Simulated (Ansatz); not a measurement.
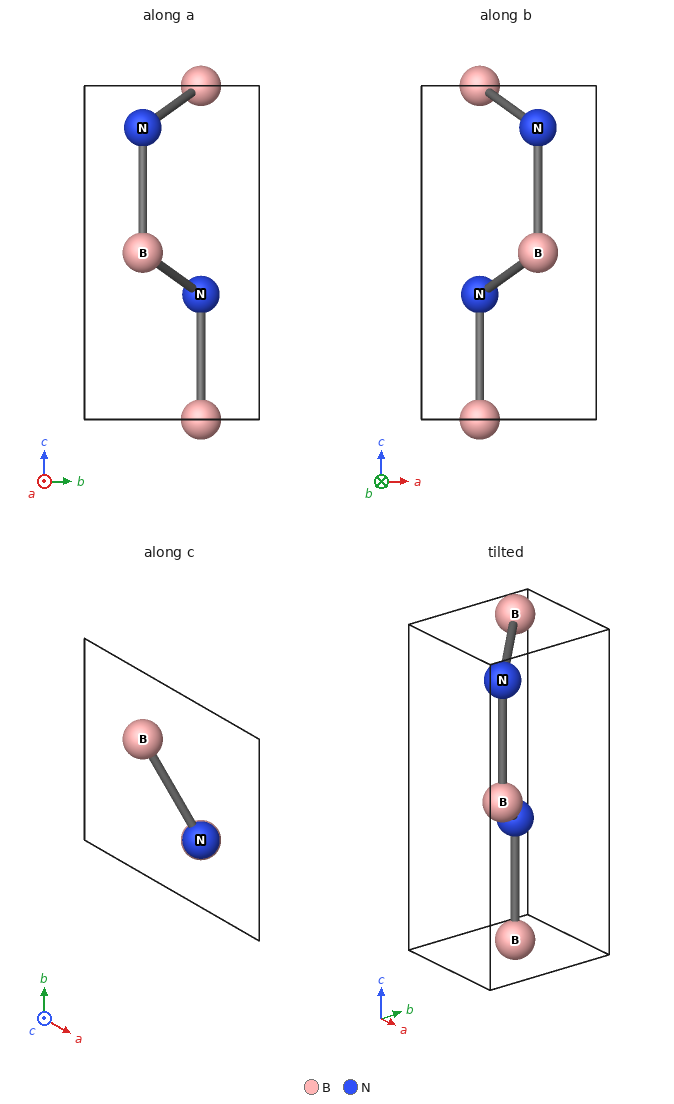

Ball-and-stick representation of a periodic structure, projected along the a axis, along the b axis, along the c axis and slightly off an axis. One conventional unit cell is framed, with atoms on its boundary repeated.

Lattice parameters: a = 2.501 Å, b = 2.501 Å, c = 4.136 Å, α = 90.00°, β = 90.00°, γ = 120.00°.

Question: Record the structure as a table of Wyckoff sites.

Answer: Space group P6_3mc (No. 186).
```json
{"atom": "B", "site": "2b", "x": "0.3333", "y": "0.6667", "z": "0.0002"}
{"atom": "N", "site": "2b", "x": "0.3333", "y": "0.6667", "z": "0.3748"}
```

Provenance: a structure type filled with these elements by a generator (whether the compound takes this form wasn't checked). Earlier steps of the study may have refined or changed the cell and positions. It was set up as input for a calculation with Ansatz.
